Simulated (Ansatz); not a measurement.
**AlClNO (SMILES [Cl][Al]1[N][O]1) (doublet): density, localisation and related maps**

Input

```
basis:
  gaussian: {orbitals: def2-TZVPD}
crystal:
  periodic: [false, false, false]
  atoms:
    - symbol: Al
      position_ang: [-1.198076, -1.461950, 3.717845]
    - symbol: Cl
      position_ang: [-0.538204, 0.184759, 4.767147]
    - symbol: N
      position_ang: [-1.576122, -3.012909, 2.876604]
    - symbol: O
      position_ang: [-2.532428, -1.951492, 2.718669]
output: {forces: true, orbitals: {seedname: orbitals}}
total_charge: 0
hamiltonian: {xc: {name: PBE0}}
magnetization: {spin_polarized: true, initial_magnetization: 1}
```

Launched as:

```sh
ansatz run input.yaml --threads 1 --pin off --max-ram 2610MiB --events-out events.jsonl --progress --plain --runs-dir runs
```

Geometry: PBE0-D3(BJ)/def2-SVP.

Theory: isolated molecule in a Gaussian basis; Kohn-Sham density functional theory, functional PBE0 (Ansatz).

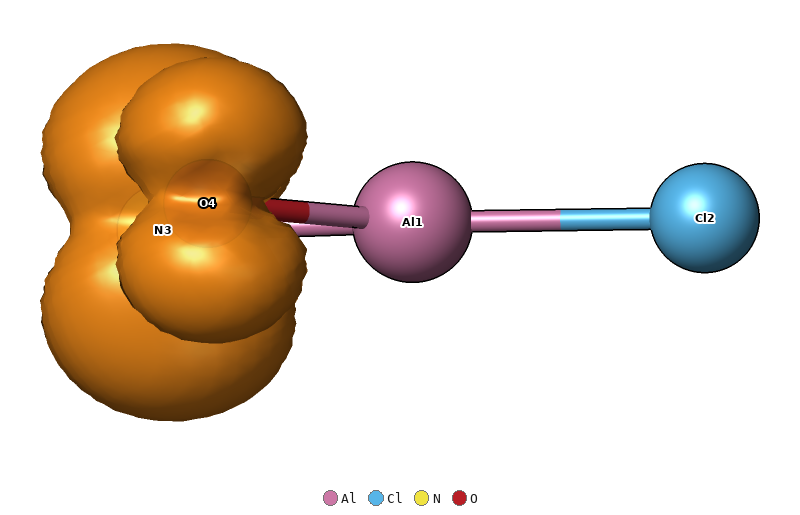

Figure 1. Isosurfaces of the spin density at +0.03 (orange) and −0.03 e/Å³ (purple), seen from one side.

> Which atoms carry the spin?

The unpaired spin (1 electron) lies mostly on N3 (about 0.7) and O4 (about 0.3), in electrons by Hirshfeld's partition.

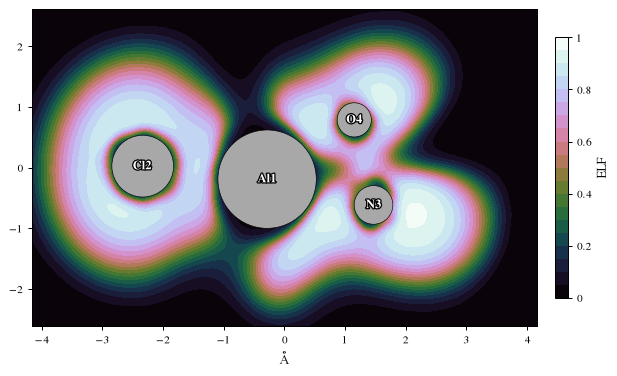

Figure 2. Electron localisation function on the molecular plane. Grey discs cover the atomic cores.

> Read the bonding off the picture.

The plane passes through Al, Cl, N and O nuclei.
N–O (1.44 Å): the ELF peaks at about 0.80 between the atoms (a covalent bond).
Al–O (1.74 Å): the ELF peaks at about 0.85 in the valence shell of O, 0.6 Å from its nucleus, and is about 0.45 at the midpoint.
Al–N (1.80 Å): the ELF peaks at about 0.85 in the valence shell of N, 0.6 Å from its nucleus, and is about 0.45 at the midpoint.
Al–Cl (2.06 Å): the ELF peaks at about 0.85 in the valence shell of Cl, 0.9 Å from its nucleus, and is about 0.80 at the midpoint.
The ELF also peaks beside Cl2, N3 and O4, away from the bonds: non-bonding electrons, paired or unpaired.

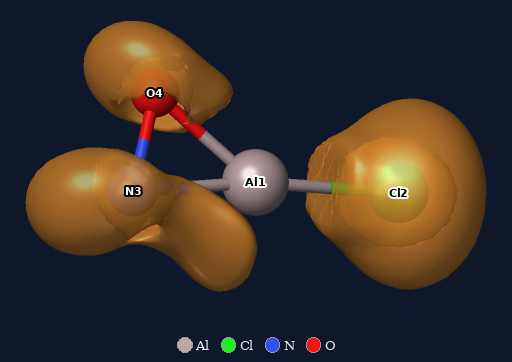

Figure 3. Isosurface of the ELF at 0.8 (orange), seen at a tilt. Only the valence region is drawn (cores and ρ < 0.01 e/Å³ removed).

> What do the ELF domains correspond to?

At this value the surface marks out one region on Cl in which the atom's valence shell and bonds are merged, one lobe on N, pointing away from the bonds (non-bonding electrons) and one region wrapped around O (its valence shell).
